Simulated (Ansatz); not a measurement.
# What CaTiSe3 (model cell, started as cubic perovskite with Ti in the octahedra) distorts into, part 2 of 3

Which phase does CaTiSe3 (model cell, started as cubic perovskite with Ti in the octahedra) fall into along its unstable mode, and how much energy does it gain?

Ansatz 0.2.0; DFT PBEsol, scalar-relativistic, plane waves, PAW; PAW set soft_1.

So far, highest frequency on the path or at a solved wavevector (cm⁻¹): step 2 (phonons on a q mesh) 288. Also lowest frequency on the path (cm⁻¹): step 2 -104.

The structure was built from a prototype and need not be the compound's stable phase.

## Step 5: Energy along the mode, all amplitudes (two of the runs are shown above)

An imaginary frequency means negative curvature, so the energy should fall and then rise again as anharmonic terms take over.

This step gave:

```
depth at the lowest point sampled  : 159.9 meV/atom
largest atomic shift at that point : 0.6 Å
```

The energy from the parent by largest atomic shift:

| largest atomic shift (Å) | energy from the parent (meV/atom) |
| --- | --- |
| 0.000 | 0 |
| 0.040 | -1.38 |
| 0.080 | -5.51 |
| 0.140 | -16.6 |
| 0.220 | -39.4 |
| 0.320 | -76.6 |
| 0.450 | -126 |
| 0.600 | -160 |

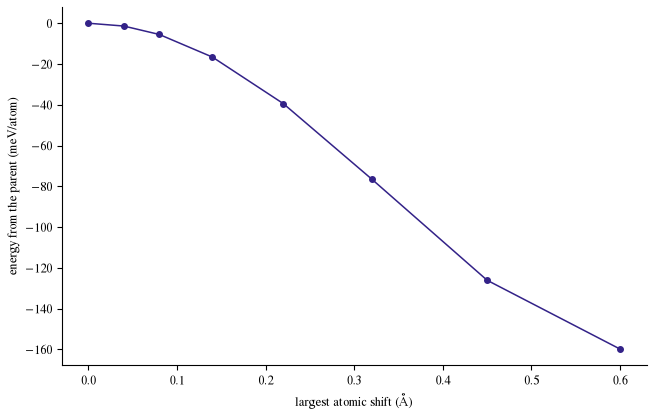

Energy from the parent, plotted against largest atomic shift.

Displacement at unit largest shift by atom:

| atom | x (Å) | y (Å) | z (Å) | size |
| --- | --- | --- | --- | --- |
| Ca1 | 0.000 | 0.000 | 0.000 | 0.000 |
| Ca2 | 0.000 | 0.000 | 0.000 | 0.000 |
| Ti3 | 0.000 | 0.000 | 0.000 | 0.000 |
| Ti4 | 0.000 | 0.000 | 0.000 | 0.000 |
| Se5 | -0.707 | -0.707 | 0.000 | 1.000 |
| Se6 | 0.707 | 0.707 | 0.000 | 1.000 |
| Se7 | 0.707 | 0.000 | 0.707 | 1.000 |
| Se8 | -0.707 | 0.000 | -0.707 | 1.000 |
| Se9 | 0.000 | -0.707 | 0.707 | 1.000 |
| Se10 | 0.000 | 0.707 | -0.707 | 1.000 |

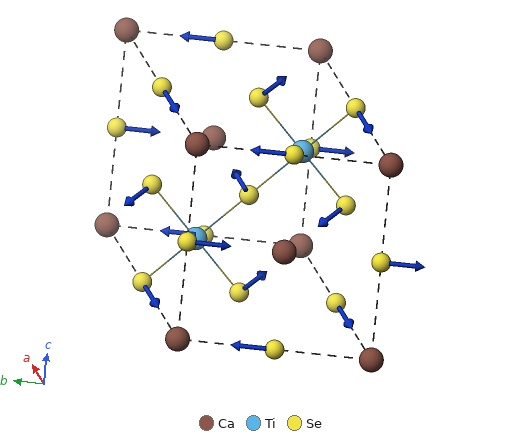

Displacement at unit largest shift as arrows, the longest 1.000 Å. Some periodic images of atoms are drawn too.

The lowest of the steps tried is the last one, at 0.6 Å, 160 meV/atom below the parent; the bottom of the well need not coincide with a step.

## Step 6: Relaxing from the distorted cell

Starting from the lowest point found, all atoms and the cell are let go, so that strain and other modes of the same symmetry can join in.

input.yaml reads:

```yaml
crystal:
  lattice:
    - [4.9205037157, 4.9205037157, 0.0]
    - [4.9205037157, 0.0, 4.9205037157]
    - [4.9205037157, 0.0, -4.9205037157]
  atoms:
    - { symbol: Ca, position: [0.0, 0.0, 0.0] }
    - { symbol: Ca, position: [0.0, 0.5, 0.5] }
    - { symbol: Ti, position: [0.5, 0.25, 0.75] }
    - { symbol: Ti, position: [0.5, 0.75, 0.25] }
    - { symbol: Se, position: [0.4137762934, 0.0, 0.0] }
    - { symbol: Se, position: [0.5862237066, 0.5, 0.5] }
    - { symbol: Se, position: [0.0, 0.5862237066, 0.0] }
    - { symbol: Se, position: [0.0, -0.0862237066, 0.5] }
    - { symbol: Se, position: [0.4137762934, 0.0862237066, 0.5] }
    - { symbol: Se, position: [0.5862237066, 0.4137762934, 0.0] }
kpoints:
  mp_grid: { grid: [8, 8, 8] }
hamiltonian:
  xc: pbesol
  pseudopotentials: { kind: paw, azcp: { folder: soft_1 }, xc_functional: pbe }
scf:
  occupations: { method: methfessel_paxton, width: 0.2 }
output:
  forces: true
  stress: true
  eigenvalues: true
relax:
  adjacent_minimum: "off"
  f_tol: 0.002
  max_steps: 120
  cell: { stress_tol: 0.03 }
```

Command:

```console
$ ansatz run input.yaml --threads 4 --pin off --max-ram 16384MiB --backend cpu --events-out ev --progress --plain --runs-dir out
```

Numbers of over 12 decimals in the logs are rounded to 6 here.

Output:

```text
[...]
Crystal: 10 atoms, lattice volume = 238.264 Å³
Basis set: ecut = 420 eV, 4645 PW (Γ), exchange–correlation on 96×96×96 points (8 copies of the dense FFT grid, shifted against one another)
Bands: 84, of which v1, the nominal top of the filled ones, is band 70 counted from 1 (69 counted from 0)
Symmetry: 12 space group operations
[...]
k-points: 65 of 512
[...]
SCF iter   1: F=—  HF=-41098.548104 eV  |F-HF|=—  |Δ(HF+E_count)|=         —  Δρ=8.65e-2  dr2=3.33e1  ethr=3.10e-3  ⟨swp⟩=7.1  Hψ=21032  notcnv=0
[...]
SCF iter  10: F=-41093.673835 eV  HF=-41093.673835 eV  |F-HF|=3.33e-9  |Δ(HF+E_count)|=   6.08e-8  S|Δr|=    0.00e0  Δρ=3.19e-6  dr2=3.66e-8  ethr=7.14e-11  ⟨swp⟩=11.9  Hψ=26460  notcnv=0
SCF 1 converged in 10 iterations: F = -41093.673835 eV  dr2 = 3.66e-8
[...]
relax step   1: F+E_penalty+E_count = -41093.67383497 eV  Δ(F+E_penalty+E_count) = +0.000e0 eV  max|allowed force component| = 8.706e-2 eV/Å  Δτ_max = 0.0000 Å  P = -1.909 GPa  Ω = 238.264 Å³  (10 SCF iters, dr2 threshold 1.00e-7 eV, accepted)
Crystal: 10 atoms, lattice volume = 227.621 Å³
Basis set: ecut = 420 eV, 4447 PW (Γ), exchange–correlation on 96×96×96 points (8 copies of the dense FFT grid, shifted against one another)
[...]
SCF iter   7: F=-41093.812190 eV  HF=-41093.812190 eV  |F-HF|=1.49e-8  |Δ(HF+E_count)|=   7.41e-9  S|Δr|=    0.00e0  Δρ=1.13e-5  dr2=3.57e-7  ethr=7.14e-10  ⟨swp⟩=9.1  Hψ=29932  notcnv=0
SCF 2 converged in 7 iterations: F = -41093.812190 eV  dr2 = 3.57e-7
[...]
relax step   2: F+E_penalty+E_count = -41093.81218994 eV  Δ(F+E_penalty+E_count) = -1.384e-1 eV  max|allowed force component| = 1.481e-2 eV/Å  Δτ_max = 0.0557 Å  P = +0.490 GPa  Ω = 227.621 Å³  energy of the carried Pulay correction = +8.578e-4 eV  (7 SCF iters, dr2 threshold 1.00e-6 eV, accepted)
Crystal: 10 atoms, lattice volume = 228.762 Å³
Basis set: ecut = 420 eV, 4475 PW (Γ), exchange–correlation on 96×96×96 points (8 copies of the dense FFT grid, shifted against one another)
[...]
SCF iter   5: F=-41093.816801 eV  HF=-41093.816801 eV  |F-HF|=2.09e-7  |Δ(HF+E_count)|=   1.47e-7  S|Δr|=    0.00e0  Δρ=6.45e-6  dr2=1.01e-7  ethr=7.14e-10  ⟨swp⟩=8.0  Hψ=26934  notcnv=0
SCF 3 converged in 5 iterations: F = -41093.816801 eV  dr2 = 1.01e-7
relax step   3: F+E_penalty+E_count = -41093.81680060 eV  Δ(F+E_penalty+E_count) = -4.611e-3 eV  max|allowed force component| = 1.102e-3 eV/Å  Δτ_max = 0.0007 Å  P = -0.001 GPa  Ω = 228.762 Å³  energy of the carried Pulay correction = +7.640e-4 eV  (5 SCF iters, dr2 threshold 1.00e-6 eV, accepted)
Basis set: ecut = 420 eV, 4475 PW (Γ), exchange–correlation on 96×96×90 points (8 copies of the dense FFT grid, shifted against one another)
[...]
SCF iter   7: F=-41093.815957 eV  HF=-41093.815957 eV  |F-HF|=1.46e-11  |Δ(HF+E_count)|=  1.46e-11  S|Δr|=    0.00e0  Δρ=3.60e-8  dr2=5.50e-12  ethr=1.00e-12  ⟨swp⟩=4.3  Hψ=17358  notcnv=0
SCF 4 converged in 7 iterations: F = -41093.815957 eV  dr2 = 5.50e-12
[...]
relax step   4: F+E_penalty+E_count = -41093.81595703 eV  Δ(F+E_penalty+E_count) = +8.436e-4 eV  max|allowed force component| = 1.095e-3 eV/Å  Δτ_max = 0.0000 Å  P = +0.001 GPa  Ω = 228.762 Å³  stress off target by 6.38e-3 GPa  SCF on the basis re-selected at this cell (its energy is not comparable with the rows above)  (7 SCF iters)
basis re-selected at this cell: Δ(F+E_penalty+E_count) = +8.436e-4 eV, ΔP = +0.002 GPa vs the last step (what re-selecting the basis moved, of the pressure what is left beyond the Pulay correction that the steps carried, after the strain that the cell walked since its last selection, with what the two solves' SCF thresholds leave and, on support functions, any second-order correction that the steps lacked; it is no measure of the basis error at this ecutwfc). The dense FFT grid was sized anew with the basis: this SCF ran on 48×48×45 points, the steps before it on 48×48×48, so part of this shift can come from that change (see relax.cell in the input reference). [rest of the remark cut]
SCF converged after 7 iterations
[...]
Free energy (F): -41093.815957 eV
[...]
Internal energy: -41093.819688 eV  (E = F + TS)
E sigma→0 (E₀):  -41093.816890 eV
Entropy (-TS):   0.003731 eV (0.373 meV/atom)
Fermi energy:    8.857526 eV
[...]
--- Forces (eV/Å), atoms counted from 1 ---
  atom   1  Ca     0.00000000     0.00000000    -0.00000000
  atom   2  Ca     0.00000000    -0.00000000     0.00000000
  atom   3  Ti     0.00000000    -0.00000000    -0.00000000
  atom   4  Ti     0.00000000     0.00000000    -0.00000000
  atom   5  Se     0.00109491     0.00109491    -0.00000000
  atom   6  Se    -0.00109491    -0.00109491     0.00000000
  atom   7  Se    -0.00109491     0.00000000    -0.00109491
  atom   8  Se     0.00109491    -0.00000000     0.00109491
  atom   9  Se     0.00000000     0.00109491    -0.00109491
  atom  10  Se    -0.00000000    -0.00109491     0.00109491
  max |Σ_I F_I| component: 1.08e-18 eV/Å
--- Stress (GPa, compression-positive) ---
        0.000537       0.003458       0.003458
        0.003458       0.000537      -0.003458
        0.003458      -0.003458       0.000537
  P = ⅓ Tr σ = 0.0005 GPa (0.005 kbar)
--- Band table (eV; the first three rows and the last of 65) ---
  k-point 0: bands = [... 66 lower, 8.0538, 8.4064, 8.4064, 8.7914, 8.8925, 8.8925, 9.2787, 9.8398, ... 10 higher]
  k-point 1: bands = [... 66 lower, 7.8538, 8.2729, 8.2729, 8.5451, 9.1771, 9.1771, 9.2011, 9.9022, ... 10 higher]
  k-point 2: bands = [... 66 lower, 7.5553, 7.8022, 8.1582, 8.1582, 9.2733, 9.5027, 9.5027, 9.9953, ... 10 higher]
  k-point 64: bands = [... 66 lower, 7.1374, 7.5165, 8.1371, 8.3924, 9.2748, 9.5531, 9.7204, 10.0805, ... 10 higher]
--- Relaxed structure (3 steps of the walk, 3 accepted, 1 SCFs on fresh bases) ---
  F+E_penalty+E_count = -41093.81595703 eV   max|allowed force component| = 1.095e-3 eV/Å   (the final SCF, on the basis selected at the relaxed cell)
  cell:  # Å, volume = 228.7623 Å³
    - [4.954331, 4.954331, 0.0]
    - [4.954331, 2.7755575615628914e-17, 4.954331]
    - [4.758100, 0.196231, -4.758100]
  atoms:
    - { symbol: Ca, position: [1.3661311641655428e-19, -1.3661311641655481e-19, 0] }
    - { symbol: Ca, position: [-1.1384122811097797e-18, 0.500000, 0.5] }
    - { symbol: Ti, position: [0.500000, 0.250000, 0.75] }
    - { symbol: Ti, position: [0.500000, 0.75, 0.250000] }
    - { symbol: Se, position: [0.405876, 2.1289759942277986e-19, -2.312134025703121e-19] }
    - { symbol: Se, position: [0.594124, 0.500000, 0.500000] }
    - { symbol: Se, position: [1.734723475976807e-18, 0.594124, 0.0] }
    - { symbol: Se, position: [0.0, -0.094124, 0.5] }
    - { symbol: Se, position: [0.405876, 0.094124, 0.500000] }
    - { symbol: Se, position: [0.594124, 0.405876, 2.7755575615628914e-17] }
```

The job ended after 1.9 min (4 threads of Arm Neoverse V1, shared host; peak memory 1.4 GiB; 7.4 min of CPU time).

The steps of the relaxation:

| step | energy less that of the first step (eV) | largest force component (eV/Å) | pressure (GPa) | volume (Å³) |
| --- | --- | --- | --- | --- |
| 1 | 0.0000 | 0.0871 | -1.91 | 238.26 |
| 2 | -0.1384 | 0.0148 | 0.49 | 227.62 |
| 3 | -0.1430 | 0.0011 | 0.00 | 228.76 |
| 4* | -0.1421 | 0.0011 | 0.00 | 228.76 |

Relaxation steps marked * repeat the geometry before them on a plane-wave basis chosen anew for their cell, so energy and pressure can jump there.

Forces are held to the 12 operations that the run works with; a distortion that breaks them can't arise in this run.

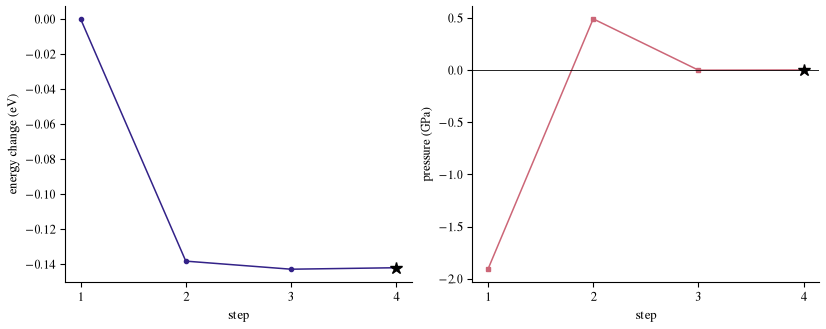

Energy and pressure along the relaxation. Stars mark steps on a basis chosen anew.

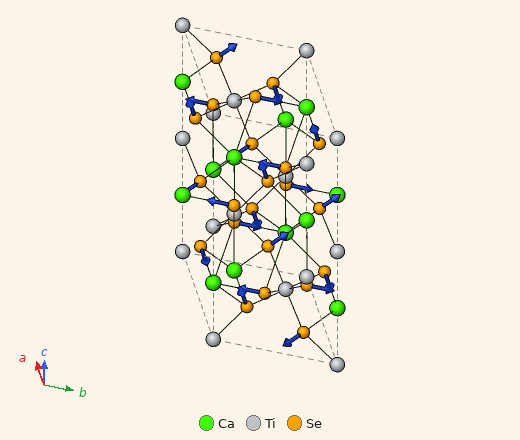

Displacements in the relaxation, exaggerated, measured against the changing cell; the longest in the cell stands for 0.06 Å. Bonds to atoms that aren't drawn are left out. Some periodic images of atoms are drawn too.

| conventional cell, symmetrised | before | after | change |
| --- | --- | --- | --- |
| a (Å) | 6.959 | 7.006 | +0.7 % |
| b (Å) | 6.959 | 7.006 | +0.7 % |
| c (Å) | 17.045 | 16.143 | -5.3 % |
| volume (Å³/atom) | 23.83 | 22.88 | -4.0 % |

The atoms that moved most (Å, as changes of fractional coordinates times the final cell):

| atom | dx | dy | dz | length |
| --- | --- | --- | --- | --- |
| Se10 | 0.000 | 0.039 | -0.039 | 0.055 |
| Se6 | 0.039 | 0.039 | 0.000 | 0.055 |
| Se7 | 0.039 | 0.000 | 0.039 | 0.055 |
| Se9 | 0.000 | -0.039 | 0.039 | 0.055 |
| Se8 | -0.039 | 0.000 | -0.039 | 0.055 |
| Se5 | -0.039 | -0.039 | 0.000 | 0.055 |

Numbers from this step:

* pressure: 5.37e-4 GPa
* volume per atom: 22.88 Å³

The distorted start has space group R-3c; the relaxation ends in R-3c.

## Step 7: The new phase in its own primitive cell

The relaxed structure is symmetrised, reduced to its primitive cell and relaxed tightly, as its phonons need.

input.yaml reads:

```yaml
crystal:
  lattice:
    - [3.5032409652, 2.0225971143, 5.3808861983]
    - [-3.5032409652, 2.0225971143, 5.3808861983]
    - [0.0, -4.0451942286, 5.3808861983]
  atoms:
    - { symbol: Ca, position: [0.75, 0.75, 0.75] }
    - { symbol: Ca, position: [0.25, 0.25, 0.25] }
    - { symbol: Ti, position: [0.5, 0.5, 0.5] }
    - { symbol: Ti, position: [0.0, 0.0, 0.0] }
    - { symbol: Se, position: [0.155875706, 0.75, 0.344124294] }
    - { symbol: Se, position: [0.844124294, 0.25, 0.655875706] }
    - { symbol: Se, position: [0.344124294, 0.155875706, 0.75] }
    - { symbol: Se, position: [0.655875706, 0.844124294, 0.25] }
    - { symbol: Se, position: [0.25, 0.655875706, 0.844124294] }
    - { symbol: Se, position: [0.75, 0.344124294, 0.155875706] }
kpoints:
  mp_grid: { grid: [6, 6, 6] }
hamiltonian:
  xc: pbesol
  pseudopotentials: { kind: paw, azcp: { folder: soft_1 }, xc_functional: pbe }
scf:
  occupations: { method: methfessel_paxton, width: 0.2 }
output:
  forces: true
  stress: true
  eigenvalues: true
relax:
  adjacent_minimum: "off"
  f_tol: 0.001
  max_steps: 60
  cell: { stress_tol: 0.01 }
```

Output:

```text
[...]
Crystal: 10 atoms, lattice volume = 228.762 Å³
Basis set: ecut = 420 eV, 4475 PW (Γ), exchange–correlation on 90×90×90 points (8 copies of the dense FFT grid, shifted against one another)
Bands: 84, of which v1, the nominal top of the filled ones, is band 70 counted from 1 (69 counted from 0)
Symmetry: 12 space group operations
[...]
k-points: 32 of 216
[...]
- { symbol: Ca, position: [0.25, 0.25, 0.25] }
    - { symbol: Ti, position: [0.5, 0.5, 0.5] }
    - { symbol: Ti, position: [0, 0, 0] }
    - { symbol: Se, position: [0.155902, 0.75, 0.344098] }
    - { symbol: Se, position: [0.844098, 0.25, 0.655902] }
    - { symbol: Se, position: [0.344098, 0.155902, 0.75] }
    - { symbol: Se, position: [0.655902, 0.844098, 0.250000] }
    - { symbol: Se, position: [0.25, 0.655902, 0.844098] }
    - { symbol: Se, position: [0.75, 0.344098, 0.155902] }
[key lines of the parts left out:]
SCF converged after 6 iterations
Free energy (F): -41093.808921 eV
Fermi energy:    8.848507 eV
P = ⅓ Tr σ = -0.0056 GPa (-0.056 kbar)
```

Elapsed: 41 s, on 4 threads; peak memory 1 GiB; 2.7 min of CPU time.

Little changed from the start: no atom moved by 0.005 Å and no cell edge by 0.1 %.

This step gave:

```yaml
pressure: -0.005561 GPa
```

The largest force component left is 0.23 meV/Å and the pressure is -0.006 GPa, within the tolerances set. The cell now holds 22.88 Å³/atom.

(Continued in part 3 of 3.)

[Logs are printed without paths, hosts, clocks, repeated set-up lines and the standing remarks that a program may print on its own settings, such as how far it seeks lower states.]

[Hosts, paths, dates, database ids (printed as entryN), source tags and the programs' standing remarks are cut or masked in the printed files.]
